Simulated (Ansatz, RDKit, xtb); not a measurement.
# C2H7GeNO2: which of the isomers drawn lies lowest?

A sample of isomers of C2H7GeNO2 is drawn. Aim: find which of them has the lowest free energy at 298.15 K, then its properties. The sample is small against all isomers, and the most stable one of this formula need not be in it.

The funnel: GFN2-xTB relaxations, single points with a density functional, relaxations at r2SCAN-D4/def2-SVP, harmonic vibrations (at GFN2-xTB), and a last energy at a higher level. All values are calculated.

**1. Possible bonding patterns**

Isomers were taken from a list of plausible structures; this is a sample, not all of them. That gives 4 candidates.

| label | SMILES | spin |
| --- | --- | --- |
| c083 | [NH2][GeH]1[O]CC[O]1 | singlet |
| c189 | C[O][Ge@H]([NH2])[CH]=O | singlet |
| c364 | NC(=O)C[O][GeH3] | singlet |
| c553 | CO[C](=O)[GeH2][NH2] | singlet |

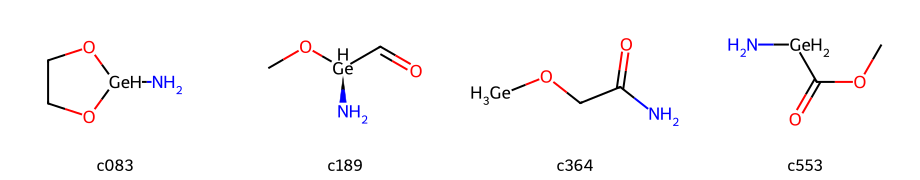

Structural formulas of the candidates.

Candidates are built by distance geometry, with a force field where one applies, in up to four conformers (letters a to d).

**2. Cheap relaxation of all starts**

All 9 starts are relaxed the same way. One of them, c083b (taken from a list of plausible isomers, embedded by distance geometry and UFF), in full:

Input file start.xyz:

```xyz
13
c083b
C      0.106524    -0.389748     0.157361
C      1.550611     0.020270     0.201512
Ge     0.179507     1.848205     1.189558
N     -0.735648     3.160874     0.286943
O     -0.714980     0.331901     1.114902
O      1.693746     1.440683     0.297133
H     -1.632251     3.367218     0.777625
H     -0.180557     4.004707     0.347392
H      0.503077     2.276146     2.654929
H     -0.269765    -0.223569    -0.858614
H      0.024054    -1.488685     0.402105
H      2.085213    -0.430478     1.042566
H      2.082978    -0.273325    -0.696744
```

Run with:

```sh
$ xtb start.xyz --gfn 2 --opt
```

Log (excerpt; [...] marks lines left out):

```text
* xtb version 6.7.1
[...]
          :  # basis functions                  37          :
[...]
          :  # electrons                        36          :
[...]
          :  Hamiltonian                  GFN2-xTB          :
[...]
          :  net charge                          0          :
          :  unpaired electrons                  0          :
[...]
   *** convergence criteria satisfied after 13 iterations ***
[...]
   *** GEOMETRY OPTIMIZATION CONVERGED AFTER 55 ITERATIONS ***
[...]
   *** convergence criteria satisfied after 3 iterations ***
[...]
         ::                     SUMMARY                     ::
         :::::::::::::::::::::::::::::::::::::::::::::::::::::
         :: total energy             -20.864615934348 Eh    ::
         :: gradient norm              0.000465326040 Eh/a0 ::
         :: HOMO-LUMO gap              7.010022452822 eV    ::
         ::.................................................::
         :: SCC energy               -21.015428053830 Eh    ::
         :: -> isotropic ES            0.046687810535 Eh    ::
         :: -> anisotropic ES         -0.000290209436 Eh    ::
         :: -> anisotropic XC          0.003223367667 Eh    ::
         :: -> dispersion             -0.007940700823 Eh    ::
         :: repulsion energy           0.150812119482 Eh    ::
         :: add. restraining           0.000000000000 Eh    ::
         :: total charge              -0.000000000000 e     ::
         :::::::::::::::::::::::::::::::::::::::::::::::::::::
[...]
        18        2.0000           -0.4074970             -11.0886 (HOMO)
        19                         -0.1498835              -4.0785 (LUMO)
[...]
     #   Z          covCN         q      C6AA      α(0)
     1   6          3.857     0.080    19.223     6.235
     2   6          3.867     0.081    19.203     6.231
     3  32          3.709     0.365   164.276    23.012
     4   7          2.554    -0.352    29.094     8.011
     5   8          1.629    -0.355    20.009     6.038
     6   8          1.627    -0.364    20.177     6.063
     7   1          0.861     0.180     1.212     1.724
     8   1          0.861     0.197     1.119     1.657
     9   1          0.938     0.038     2.468     2.456
    10   1          0.924     0.031     2.574     2.509
    11   1          0.924     0.035     2.516     2.480
    12   1          0.924     0.027     2.635     2.538
    13   1          0.924     0.037     2.484     2.465
[...]
     #   Z sym  total        # sym  WBO       # sym  WBO       # sym  WBO
 ---------------------------------------------------------------------------
     1   6      3.955 --     5      0.992     2      0.988    10      0.979
                            11      0.975
     2   6      3.957 --     6      0.998     1      0.988    12      0.978
                            13      0.973
     3  32      3.989 --     4      1.120     5      1.041     6      1.008
                             9      0.766
     4   7      3.220 --     3      1.120     7      0.940     8      0.929
     5   8      2.248 --     3      1.041     1      0.992
     6   8      2.235 --     3      1.008     2      0.998
     7   1      0.967 --     4      0.940
     8   1      0.961 --     4      0.929
     9   1      0.999 --     3      0.766
    10   1      0.999 --     1      0.979
[...]
molecular dipole:
                 x           y           z       tot (Debye)
 q only:       -0.047       0.501      -0.032
   full:        0.257       0.301      -0.253       1.195
molecular quadrupole (traceless):
[...]
          | TOTAL ENERGY              -20.864615934348 Eh   |
          | GRADIENT NORM               0.000465326040 Eh/α |
          | HOMO-LUMO GAP               7.010022452822 eV   |
           -------------------------------------------------
[...]
```

Wall time 0.24 s (4 threads of Arm Neoverse V1, shared host).

**3. The minima found**

9 of the 9 relaxations converged; 1 ended on a minimum already found. 8 distinct structures remain:

| label | start | SMILES after | spin | energy (kcal/mol) |
| --- | --- | --- | --- | --- |
| c083b | drawn | [NH2][GeH]1[O]CC[O]1 | singlet | 0.0 |
| c364a | drawn | NC(=O)C[O][GeH3] | singlet | 13.6 |
| c553a | drawn | CO[C](=O)[GeH2][NH2] | singlet | 25.2 |
| c553b | drawn | CO[C](=O)[GeH2][NH2] | singlet | 25.3 |
| c189c | drawn | C[O][Ge@H]([NH2])[CH]=O | singlet | 42.0 |
| c189d | drawn | C[O][Ge@H]([NH2])[CH]=O | singlet | 42.3 |
| c189a | drawn | C[O][Ge@H]([NH2])[CH]=O | singlet | 42.5 |
| c189b | drawn | C[O][Ge@H]([NH2])[CH]=O | singlet | 43.2 |

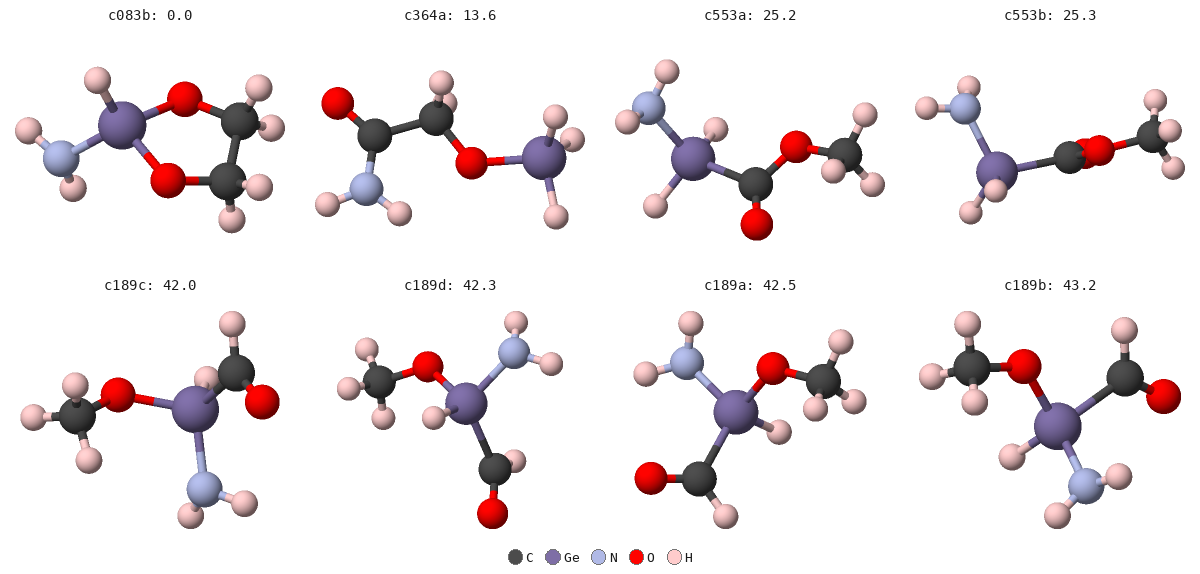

The 8 lowest minima that did not fall apart, with their GFN2-xTB energies in kcal/mol.

**4. Single points on the low minima**

A choice of the minima (the low ones first, few conformers of a pattern, up to a cap) and the lowest that fell apart get a single point at r2SCAN-D4/def2-SVP on the tight-binding geometry, and one at HF/STO-3G for comparison. The lowest singlets are also tried as triplets at the same geometry (label ending in t). The first, c083b:

Input file input.yaml:

```yaml
crystal:
  periodic: [false, false, false]
  atoms:
    - symbol: C
      position_ang: [0.166679, -0.452723, 0.088966]
    - symbol: C
      position_ang: [1.609287, 0.077382, 0.213423]
    - symbol: Ge
      position_ang: [0.044655, 1.869777, 1.347029]
    - symbol: N
      position_ang: [-0.848383, 3.266525, 0.649926]
    - symbol: O
      position_ang: [-0.683438, 0.311697, 0.915235]
    - symbol: O
      position_ang: [1.568975, 1.456029, 0.490021]
    - symbol: H
      position_ang: [-0.606022, 4.190212, 0.975061]
    - symbol: H
      position_ang: [-0.946709, 3.281725, -0.356537]
    - symbol: H
      position_ang: [0.163052, 2.027996, 2.833222]
    - symbol: H
      position_ang: [-0.173636, -0.371709, -0.948519]
    - symbol: H
      position_ang: [0.110387, -1.497793, 0.403000]
    - symbol: H
      position_ang: [2.126684, -0.447132, 1.023951]
    - symbol: H
      position_ang: [2.160977, -0.067787, -0.718111]
basis:
  gaussian: {orbitals: def2-SVP}
hamiltonian: {xc: {name: r2SCAN}, dispersion: d4}
scf: {lower_state_search: "off"}
```

Run with:

```sh
$ ansatz run input.yaml --threads 4 --pin off --max-ram 7830MiB --events-out events.jsonl --progress --plain --runs-dir runs
```

Log (excerpt; [...] marks lines left out):

```text
Warning: RAYON_NUM_THREADS=4 ignored (pool sized by the plan → 4); use --threads N
Functional definition: r2SCAN
  name "r2SCAN"
[...]
1531 factors; their error is unknown
[...]
mean field -64274.03435205 eV, -2362.0271959327 hartree, gradient 2.5e-6 eV, S^2 0.000000; 0 other end points of the search recorded, 0 dependent functions left out
reference -64274.03436314 eV, -2362.0271963400 hartree; 37, 37 occupied and 100, 100 virtual orbitals, 1531 factors
Total energy: -64274.10777525 eV, -2362.0298941855 hartree
Checks for a lower state left out: stability, starts, cluster_reference, orbital_swaps, neighbouring_geometries, increment
```

Wall time 1.9 s (4 threads of Arm Neoverse V1, shared host); peak memory 0.2 GiB.

Relative energies in kcal/mol, each column from its lowest structure that stays in one piece:

| label | SMILES | spin | GFN2-xTB | HF/STO-3G | r2SCAN-D4/def2-SVP |
| --- | --- | --- | --- | --- | --- |
| c083b | [NH2][GeH]1[O]CC[O]1 | singlet | 0.0 | 0.0 | 0.0 |
| c364a | NC(=O)C[O][GeH3] | singlet | 13.6 | 50.5 | 10.8 |
| c553a | CO[C](=O)[GeH2][NH2] | singlet | 25.2 | 39.4 | 20.6 |
| c553b | CO[C](=O)[GeH2][NH2] | singlet | 25.3 | 40.8 | 21.4 |
| c553at | CO[C](=O)[GeH2][NH2] | triplet | – | – | 113.3 |
| c364at | NC(=O)C[O][GeH3] | triplet | – | – | 135.0 |
| c083bt | [NH2][GeH]1[O]CC[O]1 | triplet | – | – | 144.4 |

**5. Relaxing the best candidates**

3 candidates are relaxed at r2SCAN-D4/def2-SVP (chosen among the lowest in one piece). The first, c083b:

Input file input.yaml:

```yaml
basis:
  gaussian:
    orbitals: def2-SVP
crystal:
  periodic: [false, false, false]
  atoms:
    - {symbol: C, position_ang: [0.166679, -0.452723, 0.088966]}
    - {symbol: C, position_ang: [1.609287, 0.077382, 0.213423]}
    - {symbol: Ge, position_ang: [0.044655, 1.869777, 1.347029]}
    - {symbol: "N", position_ang: [-0.848383, 3.266525, 0.649926]}
    - {symbol: O, position_ang: [-0.683438, 0.311697, 0.915235]}
    - {symbol: O, position_ang: [1.568975, 1.456029, 0.490021]}
    - {symbol: H, position_ang: [-0.606022, 4.190212, 0.975061]}
    - {symbol: H, position_ang: [-0.946709, 3.281725, -0.356537]}
    - {symbol: H, position_ang: [0.163052, 2.027996, 2.833222]}
    - {symbol: H, position_ang: [-0.173636, -0.371709, -0.948519]}
    - {symbol: H, position_ang: [0.110387, -1.497793, 0.403000]}
    - {symbol: H, position_ang: [2.126684, -0.447132, 1.023951]}
    - {symbol: H, position_ang: [2.160977, -0.067787, -0.718111]}
scf:
  lower_state_search: off
hamiltonian:
  xc: {name: r2SCAN}
  dispersion: d4
relax:
  f_tol: 0.006
```

Run with:

```sh
$ ansatz run input.yaml --threads 4 --pin off --max-ram 7830MiB --events-out events.jsonl --progress --plain --runs-dir runs
```

Log (excerpt; [...] marks lines left out):

```text
Warning: RAYON_NUM_THREADS=4 ignored (pool sized by the plan → 4); use --threads N
[...]
[... 2 set-up lines as earlier in the session ...]
[...]
1531 factors; their error is unknown
[...]
mean field -64274.03435129 eV, -2362.0271959046 hartree, gradient 4.0e-6 eV, S^2 0.000000; 0 other end points of the search recorded, 0 dependent functions left out
[...]
reference -64274.03436237 eV, -2362.0271963119 hartree; 37, 37 occupied and 100, 100 virtual orbitals, 1531 factors
relax step   1: F+E_penalty+E_count = -64274.10776341 eV  Δ(F+E_penalty+E_count) = +0.000e0 eV  max|allowed force component| = 5.447e-1 eV/Å  Δτ_max = 0.0000 Å  (18 SCF iters, accepted)
[...]
relax step   3: F+E_penalty+E_count = -64274.16714064 eV  Δ(F+E_penalty+E_count) = -1.288e-2 eV  max|allowed force component| = 1.491e-1 eV/Å  Δτ_max = 0.0688 Å  (20 SCF iters, accepted)
[...]
Atom 4 at    -0.644707     0.245553     1.041728 Å, force    -0.001123     0.001046     0.001552 eV/Å
Atom 5 at     1.566751     1.469102     0.421049 Å, force     0.000106    -0.002702     0.000926 eV/Å
Atom 6 at    -0.804190     4.126910     1.058385 Å, force    -0.000307     0.001709    -0.000264 eV/Å
Atom 7 at    -0.797516     3.331322    -0.413428 Å, force    -0.000009     0.000179     0.001377 eV/Å
Atom 8 at     0.235633     2.128437     2.834653 Å, force    -0.000691    -0.001169     0.000018 eV/Å
Atom 9 at    -0.219269    -0.251280    -0.935357 Å, force     0.000595     0.000575    -0.000015 eV/Å
Atom 10 at     0.095039    -1.525417     0.281590 Å, force     0.000624    -0.000306     0.000375 eV/Å
Atom 11 at     2.102002    -0.436759     1.074849 Å, force    -0.000274    -0.000033    -0.000043 eV/Å
Atom 12 at     2.183985    -0.156254    -0.691275 Å, force     0.001208    -0.000039     0.000369 eV/Å
Dipole moment:     0.093239     0.220579    -0.101091 e Å
Checks for a lower state left out: stability, starts, cluster_reference, orbital_swaps, neighbouring_geometries, increment
```

Wall time 22 s (4 threads of Arm Neoverse V1, shared host); peak memory 0.2 GiB.

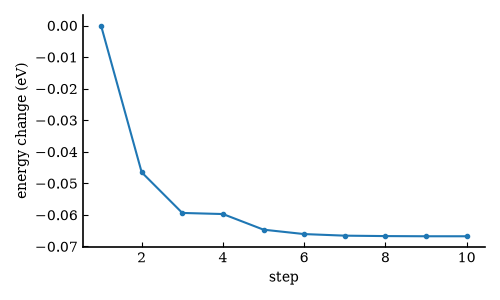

Energy along the run, all evaluated steps.

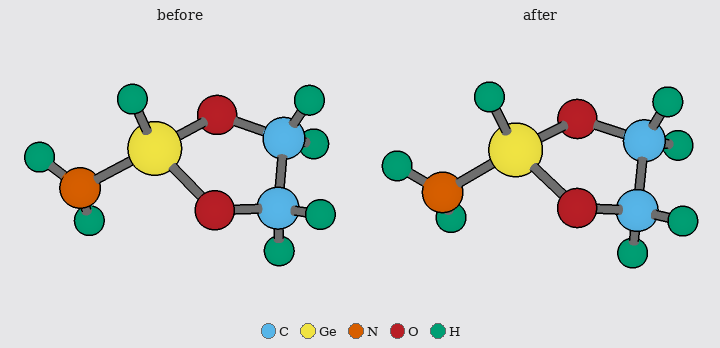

Before and after, at one scale.

After the run. Bond lengths: C1–C2 1.535 Å, Ge3–N4 1.802 Å, C1–O5 1.420 Å, Ge3–O5 1.795 Å, C2–O6 1.420 Å, Ge3–O6 1.800 Å, N4–H7 1.016 Å, N4–H8 1.016 Å, Ge3–H9 1.529 Å, C1–H10 1.110 Å, C1–H11 1.103 Å, C2–H12 1.110 Å, C2–H13 1.103 Å. Some angles: C1–C2–O6 108.3°, C2–C1–O5 108.5°, N4–Ge3–O5 114.1°, N4–Ge3–O6 112.5°, O5–Ge3–O6 92.8°, C1–O5–Ge3 108.7°, C2–O6–Ge3 108.1°, C1–C2–H12 109.9°, C1–C2–H13 111.3°, O6–C2–H12 110.3°.

[end of part 1 of 2]
